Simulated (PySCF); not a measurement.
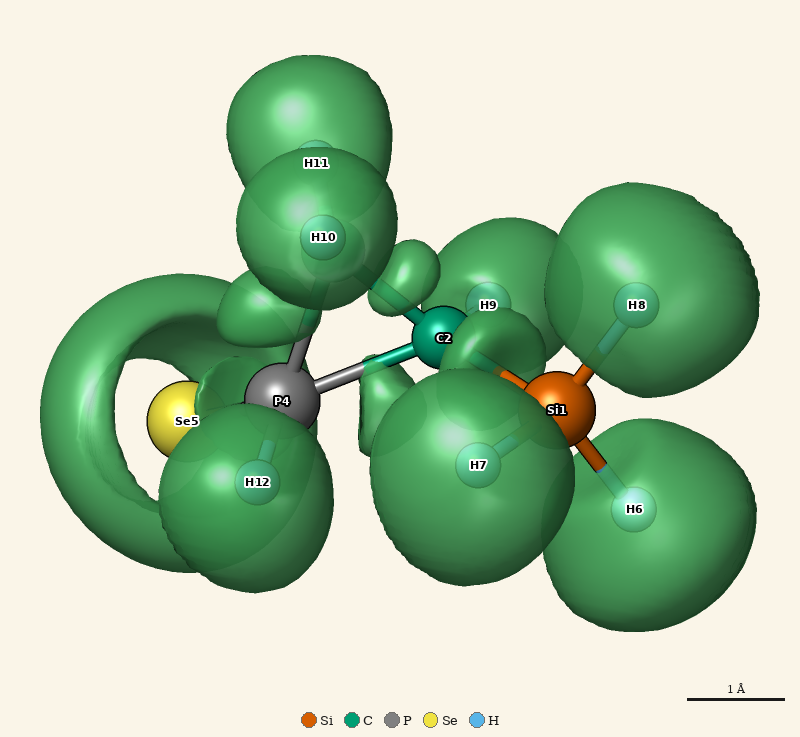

*C₂H₇PSeSi. Isosurface of the ELF at 0.8 (green), seen at a tilt. Only the valence region is drawn (cores and ρ < 0.01 e/Å³ removed).*

Geometry: GFN2-xTB.

Level of theory: PySCF 2.14.0, CAM-B3LYP/def2-SVPD, SCF density, gas phase.

The calculation's input:

```
{"job": {"kind": "uv", "xc": "CAM-B3LYP", "basis": "def2-SVPD", "nstates": 8, "ntriplets": 3}, "charge": 0, "multiplicity": 1}
Si    -1.784324     0.242529    -0.112214
C     -0.014478    -0.274910    -0.538433
C      0.857255    -0.919310     0.554456
P      1.429447     0.702955    -0.022954
Se     3.156369     1.079773    -1.127951
H     -2.288419     1.075204    -1.200390
H     -1.740864     0.986137     1.149980
H     -2.564047    -0.983184     0.058339
H      0.124929    -0.719905    -1.520322
H      0.421451    -1.009931     1.540533
H      1.448418    -1.780105     0.263824
H      0.955462     1.600061     0.929104
```

Command:

```sh
OMP_NUM_THREADS=1 python probes_run.py task.json out
```

Q: Describe the localisation domains.

A: At this value the surface marks out one region between bonded C–C atoms (shared pairs), two regions between bonded C–P atoms (shared pairs), one region between bonded C–Si atoms (shared pairs), one region between bonded P–Se atoms (shared pairs), seven regions around hydrogen nuclei and one ring or bowl of non-bonding electrons around Se. Along the contacts the grid gives the following. C–C (1.54 Å): the ELF peaks at about 0.90 between the atoms; a shared electron pair. C–P (1.81 Å): the ELF peaks at about 0.85 between the atoms: a covalent bond.
